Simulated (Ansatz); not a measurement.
# Ge2Pd2C (element-swapped structure): how the settings move a single-point run, part 1 of 2

Question: which choices in the input matter for Ge2Pd2C (element-swapped structure)?

Method: reference: DFT PBEsol+U, plane waves, PAW, scalar-relativistic, no spin polarisation, in Ansatz 0.2.0.

### Step 1. The starting structure

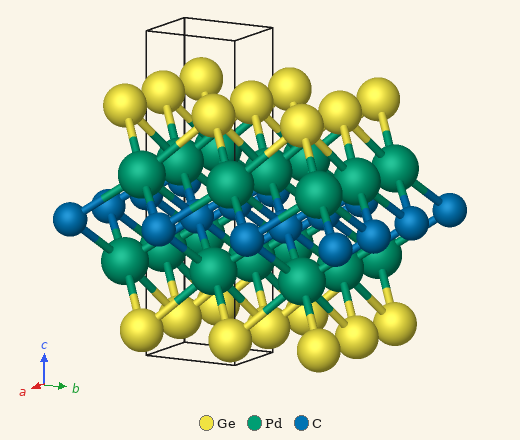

The starting structure, seen slightly off an axis (germanium yellow, palladium teal, carbon blue). 3×3×1 cells are drawn. Atoms on the faces are drawn again on the opposite ones.

As a file:

```
Ge Pd C
1.0
     1.57302    2.72455    0.00000
    -1.57302    2.72455    0.00000
     0.00000    0.00000    7.90779
Ge Pd C
2 2 1
Direct
  0.33330 0.33340 0.83430
  0.66670 0.66660 0.16570
  0.33330 0.33340 0.35475
  0.66670 0.66660 0.64525
  0.00000 0.00000 0.50000
```

### Step 2. The reference run

Contents of input.yaml:

```yaml
crystal:
  lattice:
    - [1.573022, 2.724551, 0.0]
    - [-1.573022, 2.724551, 0.0]
    - [0.0, 0.0, 7.907786]
  atoms:
    - { symbol: Ge, position: [0.3333, 0.3334, 0.8343] }
    - { symbol: Ge, position: [0.6667, 0.6666, 0.1657] }
    - { symbol: Pd, position: [0.3333, 0.3334, 0.35475] }
    - { symbol: Pd, position: [0.6667, 0.6666, 0.64525] }
    - { symbol: C, position: [0.0, 0.0, 0.5] }
  symmetry: { tolerance: 0.0003 }
kpoints:
  mp_grid: { grid: [7, 7, 3], shift: [0, 0, 0] }
magnetization:
  spin_polarized: false
scf:
  occupations: { method: fermi_dirac }
hamiltonian:
  pseudopotentials: { kind: paw }
  xc: pbesol
  hubbard:
    projectors: all-electron-ortho-atomic
    sites: [{ species: Pd, l: d, u_eff: 1.34 }]
basis:
  ecutwfc: 420
output:
  forces: true
  stress: true
  eigenvalues: true
  write_density: true
  write_potential: true
  elf: true
  volumetric_format: npy
```

Run with:

```console
ansatz run input.yaml --threads 1 --pin off --max-ram 2560MiB --backend cpu --events-out ev --progress --plain --runs-dir out
```

Output (excerpt; [...] marks lines left out):

```text
Warning: the atoms were moved onto the symmetric positions of the space group found under crystal.symmetry.tolerance 3.0e-4 (fractional; no operation is sought that the atoms, as they stand in a round, miss by more than twice it, and no atom is moved by as much as it), and the run uses [...]
Warning: RAYON_NUM_THREADS=1 ignored (pool sized by the plan → 1); use --threads N
Ge: projections on atomic orbitals take those of the free atom [Ar] 3d10 4s2 4p2, of charge +0.00 (hamiltonian.pseudopotentials.projection_atoms); the dataset's partial waves leave at most 1.2e-6 of an orbital's norm unspanned inside its sphere
Pd: projections on atomic orbitals take those of the free atom [Ar 3d10] 4s2 4p6 4d10, of charge +0.00 (hamiltonian.pseudopotentials.projection_atoms); the dataset's partial waves leave at most 1.0e-5 of an orbital's norm unspanned inside its sphere
C: projections on atomic orbitals take those of the free atom [He] 2s2 2p2, of charge +0.00 (hamiltonian.pseudopotentials.projection_atoms); the dataset's partial waves leave at most 3.7e-9 of an orbital's norm unspanned inside its sphere
[...]
Pseudopotentials: kind: paw
Pseudopotential: Ge, paw, valence charge 14, recommended cutoff 420 eV (normal), Ge.paw.azcp
Pseudopotential: Pd, paw, valence charge 18, recommended cutoff 420 eV (normal), Pd.paw.azcp
Pseudopotential: C, paw, valence charge 4, recommended cutoff 420 eV (normal), C.paw.azcp
Functional definition: PBEsol
[...]
Crystal: 5 atoms, lattice volume = 67.782 Å³
Basis set: ecut = 420 eV, 1299 PW (Γ), exchange–correlation on 48×48×108 points (8 copies of the dense FFT grid, shifted against one another)
Bands: 41, of which v1, the nominal top of the filled ones, is band 34 counted from 1 (33 counted from 0)
Symmetry: 12 space group operations
Space group: P-3m1 (ITA 164), of the structure as read, at distance tolerance 1.2e-3 Å
k-points: 20 of 147
[...]
SCF iter   1: F=—  HF=-22571.771209 eV  |F-HF|=—  |Δ(HF+E_count)|=         —  Δρ=2.36e-1  dr2=8.75e1  ethr=3.10e-3  ⟨swp⟩=5.6  Hψ=2800  notcnv=0  defer=1
[...]
SCF iter  11: F=-22561.879506 eV  HF=-22561.879506 eV  |F-HF|=1.54e-8  |Δ(HF+E_count)|=   1.86e-8  Δρ=6.26e-6  dr2=3.26e-8  ethr=1.47e-10  ⟨swp⟩=11.2  Hψ=5196  notcnv=0
[...]
SCF converged after 11 iterations
Free energy (F): -22561.879506 eV
[...]
E sigma→0 (E₀):  -22561.835397 eV
Entropy (-TS):   -0.088219 eV (-17.644 meV/atom)
Fermi energy:    16.509355 eV
[...]
--- Forces (eV/Å), atoms counted from 1 ---
  atom   1  Ge     0.00000000     0.00000000     3.70146743
  atom   2  Ge    -0.00000000    -0.00000000    -3.70146743
  atom   3  Pd     0.00000000     0.00000000     2.18446777
  atom   4  Pd     0.00000000    -0.00000000    -2.18446777
  atom   5  C      0.00000000    -0.00000000     0.00000000
[...]
--- Stress (GPa, compression-positive) ---
       28.169944       0.000000      -0.000000
        0.000000      28.169944       0.000000
       -0.000000       0.000000      28.939699
  P = ⅓ Tr σ = 28.4265 GPa (284.265 kbar)
--- Band table (eV; the first three rows and the last of 20) ---
[...]
Occupation matrices written to <dir>
```

Run time: 3.9 s. Hardware: 1 thread, shared host; peak memory 0.42 GiB.

### Step 3. Variant: ecutwfc 250 eV

input.yaml, as its differences from that of step 2:

```diff
@@ -25,3 +25,3 @@
 basis:
-  ecutwfc: 420
+  ecutwfc: "250 eV"
 output:
@@ -30,5 +30 @@
   eigenvalues: true
-  write_density: true
-  write_potential: true
-  elf: true
-  volumetric_format: npy
```

Run with:

```console
ansatz run input.yaml --threads 1 --pin off --max-ram 2560MiB --backend cpu --events-out ev --progress --plain --runs-dir out
```

Output (excerpt; [...] marks lines left out):

```text
Warning: the atoms were moved onto the symmetric positions of the space group found under crystal.symmetry.tolerance 3.0e-4 (fractional; no operation is sought that the atoms, as they stand in a round, miss by more than twice it, and no atom is moved by as much as it), and the run uses [...]
Warning: basis.ecutwfc = 250 eV is below the records' recommended 420 eV, and the density's cutoff is lower with it unless basis.ecutrho_ratio is high enough to keep the records' density cutoff: compare with a run at a higher cutoff
Warning: RAYON_NUM_THREADS=1 ignored (pool sized by the plan → 1); use --threads N
Ge: projections on atomic orbitals take those of the free atom [Ar] 3d10 4s2 4p2, of charge +0.00 (hamiltonian.pseudopotentials.projection_atoms); the dataset's partial waves leave at most 1.2e-6 of an orbital's norm unspanned inside its sphere
Pd: projections on atomic orbitals take those of the free atom [Ar 3d10] 4s2 4p6 4d10, of charge +0.00 (hamiltonian.pseudopotentials.projection_atoms); the dataset's partial waves leave at most 1.0e-5 of an orbital's norm unspanned inside its sphere
[...]
[... 2 set-up lines as earlier in the session ...]
k-points: 20 of 147
[...]
SCF iter   1: F=—  HF=-22566.532257 eV  |F-HF|=—  |Δ(HF+E_count)|=         —  Δρ=2.49e-1  dr2=9.36e1  ethr=3.10e-3  ⟨swp⟩=5.5  Hψ=2641  notcnv=0  defer=1
[...]
SCF iter  11: F=-22555.369115 eV  HF=-22555.369115 eV  |F-HF|=8.45e-9  |Δ(HF+E_count)|=   5.40e-9  Δρ=4.53e-6  dr2=1.48e-8  ethr=1.47e-10  ⟨swp⟩=6.7  Hψ=2666  notcnv=0
[...]
SCF converged after 11 iterations
Free energy (F): -22555.369115 eV
[...]
E sigma→0 (E₀):  -22555.326198 eV
Entropy (-TS):   -0.085835 eV (-17.167 meV/atom)
Fermi energy:    16.472732 eV
[...]
--- Forces (eV/Å), atoms counted from 1 ---
  atom   1  Ge     0.00000000     0.00000000     3.48209222
  atom   2  Ge    -0.00000000    -0.00000000    -3.48209222
  atom   3  Pd     0.00000000     0.00000000     2.04727398
  atom   4  Pd     0.00000000    -0.00000000    -2.04727398
  atom   5  C      0.00000000    -0.00000000     0.00000000
[...]
--- Stress (GPa, compression-positive) ---
       25.606012       0.000000      -0.000000
        0.000000      25.606012       0.000000
       -0.000000       0.000000      26.509679
  P = ⅓ Tr σ = 25.9072 GPa (259.072 kbar)
--- Band table (eV; the first three rows and the last of 20) ---
[...]
Occupation matrices written to <dir>
```

It took 2.5 s on 1 thread, shared host; peak memory 0.35 GiB.

Changing the cutoff moves the energy by +1.30 eV/atom, and the pressure goes from 28.4 to 25.9 GPa and the largest force goes from 3.70 to 3.48 eV/Å. The lower cutoff gives the higher energy: the smaller basis describes the state less well. The log warns that the cutoff is under what these potentials recommend, so the shift is basis error. The variant is not converged in its settings.

### Step 4. Variant: chi_scale 0.1

input.yaml, as its differences from that of step 2:

```diff
@@ -18,2 +18,3 @@
   occupations: { method: fermi_dirac }
+  initial_density: { chi_scale: 0.1 }
 hamiltonian:
@@ -30,5 +31 @@
   eigenvalues: true
-  write_density: true
-  write_potential: true
-  elf: true
-  volumetric_format: npy
```

Run with:

```console
ansatz run input.yaml --threads 1 --pin off --max-ram 2560MiB --backend cpu --events-out ev --progress --plain --runs-dir out
```

Output (excerpt; [...] marks lines left out):

```text
Warning: the atoms were moved onto the symmetric positions of the space group found under crystal.symmetry.tolerance 3.0e-4 (fractional; no operation is sought that the atoms, as they stand in a round, miss by more than twice it, and no atom is moved by as much as it), and the run uses [...]
Warning: RAYON_NUM_THREADS=1 ignored (pool sized by the plan → 1); use --threads N
Ge: projections on atomic orbitals take those of the free atom [Ar] 3d10 4s2 4p2, of charge +0.00 (hamiltonian.pseudopotentials.projection_atoms); the dataset's partial waves leave at most 1.2e-6 of an orbital's norm unspanned inside its sphere
Pd: projections on atomic orbitals take those of the free atom [Ar 3d10] 4s2 4p6 4d10, of charge +0.00 (hamiltonian.pseudopotentials.projection_atoms); the dataset's partial waves leave at most 1.0e-5 of an orbital's norm unspanned inside its sphere
[...]
k-points: 20 of 147
[...]
SCF iter   1: F=—  HF=-22574.315269 eV  |F-HF|=—  |Δ(HF+E_count)|=         —  Δρ=2.54e-1  dr2=1.19e2  ethr=3.10e-3  ⟨swp⟩=5.8  Hψ=2839  notcnv=0
[...]
SCF iter  11: F=-22561.879506 eV  HF=-22561.879506 eV  |F-HF|=5.71e-8  |Δ(HF+E_count)|=   3.13e-8  Δρ=1.00e-5  dr2=9.69e-8  ethr=1.47e-10  ⟨swp⟩=6.2  Hψ=3135  notcnv=0
[...]
SCF converged after 11 iterations
Free energy (F): -22561.879506 eV
[...]
E sigma→0 (E₀):  -22561.835396 eV
Entropy (-TS):   -0.088219 eV (-17.644 meV/atom)
Fermi energy:    16.509360 eV
[...]
--- Forces (eV/Å), atoms counted from 1 ---
  atom   1  Ge     0.00000000     0.00000000     3.70149022
  atom   2  Ge     0.00000000    -0.00000000    -3.70149022
  atom   3  Pd    -0.00000000     0.00000000     2.18451214
  atom   4  Pd     0.00000000    -0.00000000    -2.18451214
  atom   5  C      0.00000000     0.00000000     0.00000000
[...]
--- Stress (GPa, compression-positive) ---
       28.169805       0.000000      -0.000000
        0.000000      28.169805       0.000000
       -0.000000       0.000000      28.939596
  P = ⅓ Tr σ = 28.4264 GPa (284.264 kbar)
--- Band table (eV; the first three rows and the last of 20) ---
[...]
Occupation matrices written to <dir>
```

Wall time 3.5 s (1 thread, shared host); peak memory 0.42 GiB.

Energy and cycle count are those of the reference, so the change (start) left the result and the number of cycles as they were.

### Step 5. Changed: occupations.method cold, occupations.width 0.01, n_extra_bands 16, accuracy medium

input.yaml, as its differences from that of step 2:

```diff
@@ -17,3 +17,4 @@
 scf:
-  occupations: { method: fermi_dirac }
+  occupations: { method: cold, width: 0.01 }
+  n_extra_bands: 16
 hamiltonian:
@@ -30,5 +31,2 @@
   eigenvalues: true
-  write_density: true
-  write_potential: true
-  elf: true
-  volumetric_format: npy
+accuracy: medium
```

Run with:

```console
ansatz run input.yaml --threads 1 --pin off --max-ram 2560MiB --backend cpu --events-out ev --progress --plain --runs-dir out
```

Output (excerpt; [...] marks lines left out):

```text
Warning: the atoms were moved onto the symmetric positions of the space group found under crystal.symmetry.tolerance 3.0e-4 (fractional; no operation is sought that the atoms, as they stand in a round, miss by more than twice it, and no atom is moved by as much as it), and the run uses [...]
Warning: RAYON_NUM_THREADS=1 ignored (pool sized by the plan → 1); use --threads N
Ge: projections on atomic orbitals take those of the free atom [Ar] 3d10 4s2 4p2, of charge +0.00 (hamiltonian.pseudopotentials.projection_atoms); the dataset's partial waves leave at most 1.2e-6 of an orbital's norm unspanned inside its sphere
Pd: projections on atomic orbitals take those of the free atom [Ar 3d10] 4s2 4p6 4d10, of charge +0.00 (hamiltonian.pseudopotentials.projection_atoms); the dataset's partial waves leave at most 1.0e-5 of an orbital's norm unspanned inside its sphere
[...]
SCF converged after 10 iterations
Stability not checked: this state was not tested for a lower state beside it, because cold or Methfessel-Paxton smearing, or corrected tetrahedra, fill the levels in a way that the test cannot read (fill_not_monotonic; see scf.lower_state_search)
Free energy (F): -22561.835568 eV
[...]
E sigma→0 (E₀):  -22561.835439 eV
Entropy (-TS):   -0.000386 eV (-0.077 meV/atom)
Fermi energy:    16.522127 eV
[...]
--- Forces (eV/Å), atoms counted from 1 ---
  atom   1  Ge     0.00000000     0.00000000     3.78355389
  atom   2  Ge    -0.00000000    -0.00000000    -3.78355389
  atom   3  Pd    -0.00000000     0.00000000     2.20008058
  atom   4  Pd     0.00000000    -0.00000000    -2.20008058
  atom   5  C      0.00000000     0.00000000     0.00000000
[...]
--- Stress (GPa, compression-positive) ---
       28.083860       0.000000      -0.000000
        0.000000      28.083860       0.000000
       -0.000000       0.000000      29.743640
  P = ⅓ Tr σ = 28.6371 GPa (286.371 kbar)
--- Band table (eV; the first three rows and the last of 20) ---
[...]
Occupation matrices written to <dir>
```

It took 3.5 s on 1 thread, shared host; peak memory 0.43 GiB.

Changing the smearing, band count and accuracy level moves the energy by 0.0 meV/atom (σ→0 values), and the largest force goes from 3.70 to 3.78 eV/Å.

(Continued in part 2 of 2.)
